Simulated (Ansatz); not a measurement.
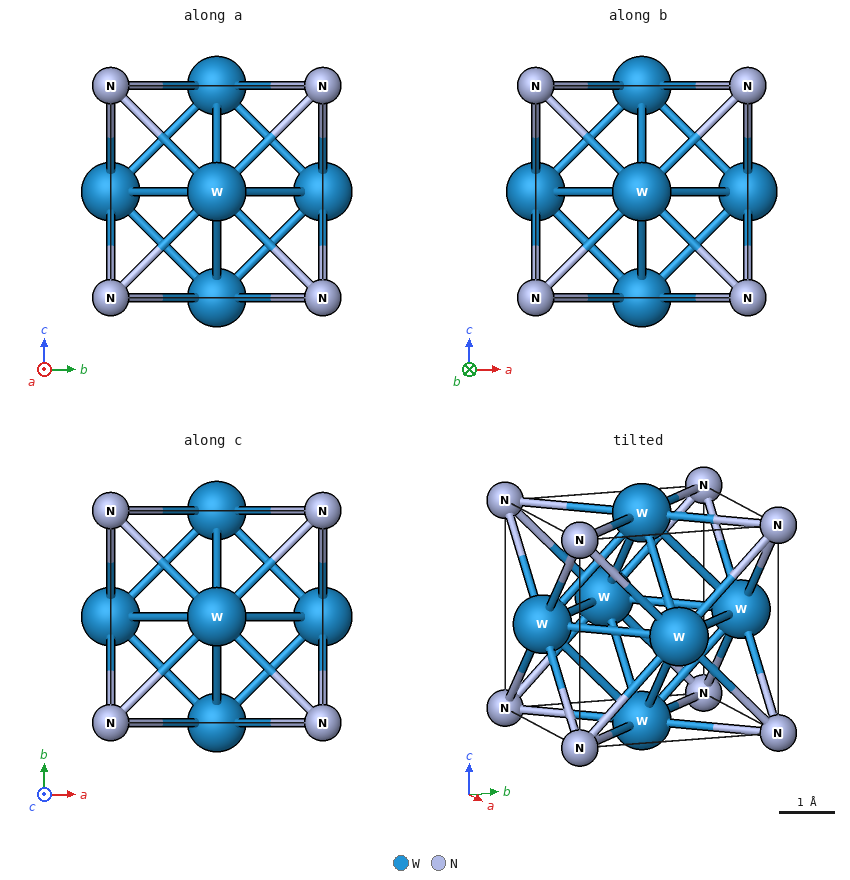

Drawn in the ball-and-stick manner and seen along the a axis, along the b axis, along the c axis and slightly off an axis. The wireframe shows the conventional unit cell.

Lattice parameters: a = 3.8676 Å, b = 3.8676 Å, c = 3.8676 Å, α = 90.000°, β = 90.000°, γ = 90.000°.

Question: Give the structure in the form of a CIF in P1 with every atom of the cell.

Answer:
```cif
data_structure
_symmetry_space_group_name_H-M 'P 1'
_symmetry_Int_Tables_number 1
_cell_length_a 3.8676
_cell_length_b 3.8676
_cell_length_c 3.8676
_cell_angle_alpha 90.000
_cell_angle_beta 90.000
_cell_angle_gamma 90.000
_cell_volume 57.85
loop_
_atom_site_label
_atom_site_type_symbol
_atom_site_fract_x
_atom_site_fract_y
_atom_site_fract_z
_atom_site_occupancy
W1 W 0.0000 0.5000 0.5000 1
W2 W 0.5000 0.0000 0.5000 1
W3 W 0.5000 0.5000 0.0000 1
N1 N 0.0000 0.0000 0.0000 1
```

Provenance: a structure type filled with these elements by a generator (whether the compound takes this form wasn't checked). A relaxation with DFT PBE, scalar-relativistic, plane waves, PAW (Ansatz) gave the geometry drawn.
